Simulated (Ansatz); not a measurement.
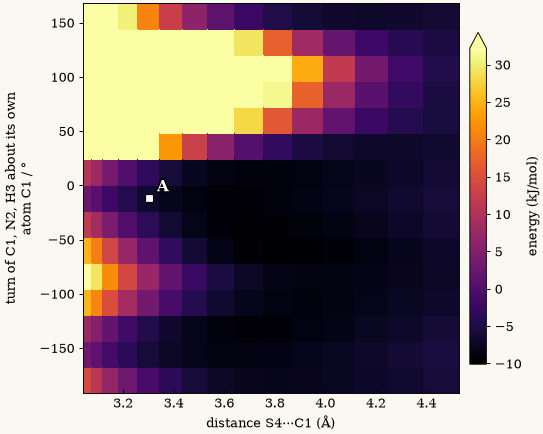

The pair CHN···CS₂. The turn is about an axis along (0.93, −0.36, −0.09) in the frame of the relaxed pair, normal to the line between the partners. The first coordinate is: distance S4···C1; the second: turn of C1, N2, H3 about its own atom C1. The scan uses a 15 × 15 grid. Points are written as (first, second). All energies are given in kJ/mol relative to the two partners far apart, frozen as in the relaxed pair, each in its own basis (no counterpoise correction). Energies and slopes of some neighbouring points disagree (a jump in structure or state, or too coarse a mesh). These are results of RKS PBE-D4/def2-SVPD (Ansatz 0.2.0), not measurements.

The picture shows one coloured cell a grid point, one colour for all values above the top of the scale, the point A.

Q: Is A at rest? If not, where is it pushed?

A: A, at (3.301 Å, −12°), is not a stationary point. The computed force is 21 kJ/mol for each Å towards larger values of distance S4···C1 and 0.088 kJ/mol for each degree towards larger values of the second coordinate.
